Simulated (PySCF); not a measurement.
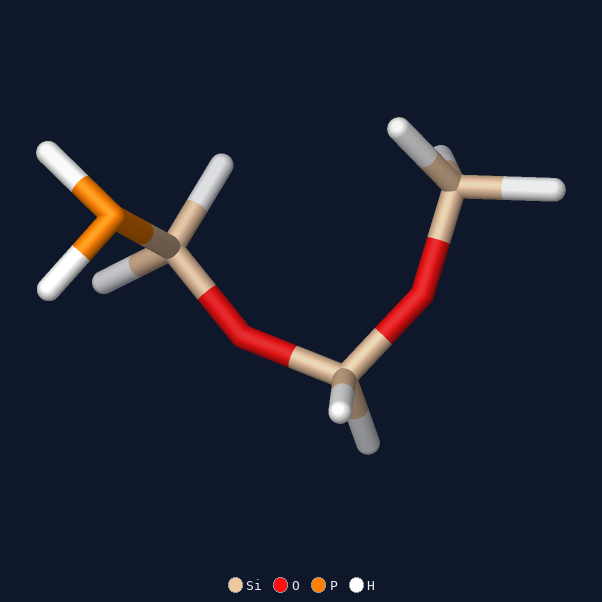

The computed structure is the end point of a GFN2-xTB optimisation. No frequency run is at hand to confirm it as a minimum. Method: PBE0/def2-SVPD, gas phase (PySCF 2.14.0). Excitations: vertical, linear response.

Predict the main results.

The species is H9O2PSi3 (`[SiH3]O[SiH2]O[SiH2]P`).
- dipole moment: 0.70 D
- HOMO energy (Kohn–Sham orbital): −7.50 eV
- LUMO energy (Kohn–Sham orbital): −0.23 eV
- HOMO–LUMO gap: 7.27 eV
- mean static polarisability: 107.2 bohr³
- lowest vertical singlet excitation: 6.17 eV
- its oscillator strength: 0.037
- brightest of the 6 lowest singlets: 7.15 eV
- its oscillator strength: 0.21

The geometry is semi-empirical. Around P, Si such bond lengths and angles can be off by a tenth of an ångström or more and by several degrees, and values that hang on the shape move with them.
